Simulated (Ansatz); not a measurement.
System: CH$_{6}$AlBr.

```yaml
atoms:
  - { symbol: Al, position_ang: [-0.0047, -0.0082, 0.2635] }
  - { symbol: C, position_ang: [0.0364, 0.3366, 2.2141] }
  - { symbol: H, position_ang: [-0.9084, 0.0547, 2.7262] }
  - { symbol: H, position_ang: [0.8811, -0.1700, 2.7282] }
  - { symbol: H, position_ang: [0.1731, 1.4263, 2.3950] }
  - { symbol: H, position_ang: [1.3741, -0.1176, -0.5556] }
  - { symbol: H, position_ang: [-1.3675, 0.2211, -0.5574] }
  - { symbol: Br, position_ang: [-0.3530, -2.8393, 0.5618] }
  - { symbol: H, position_ang: [-0.3554, -2.7523, 1.9997] }
```

All numbers below come from RKS PBE/def2-SVP (Ansatz).

Q: What can the converged electron density and electron localisation function tell about the bonding?

A: C–Al (1.98 Å): ρ is about 0.68 e/Å³ halfway; the ELF peaks at about 1 between the atoms; a polar covalent bond.
Al–Br (2.87 Å): the density is about 0.2 e/Å³ at the midpoint, with its minimum of 0.12 e/Å³ about 1.0 Å from Al; the ELF peaks at about 0.85 in the valence shell of Br, 1.1 Å from its nucleus, and is about 0.60 at the midpoint.
C–H (1.11 Å): ρ at the midpoint is about 1.8 e/Å³; the ELF climbs to about 1 towards the hydrogen, as it does in any bond to H: an ordinary covalent bond to hydrogen.
Br–H (1.44 Å): the density is about 1.6 e/Å³ at the midpoint; the ELF climbs to about 1 towards the hydrogen.

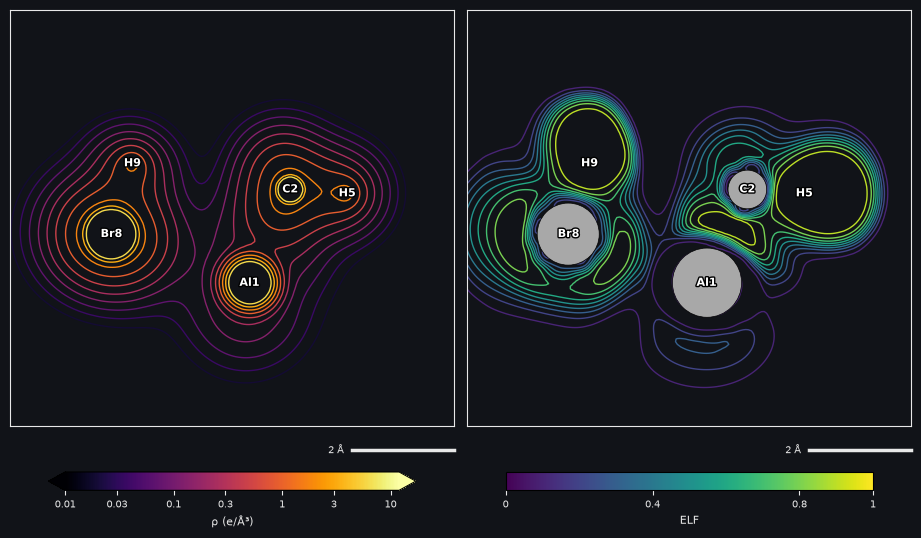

Computed electron density and electron localisation function on the plane of atoms Al1, Br8 and H9, in this order. Grey discs cover the atomic cores in the ELF map. 
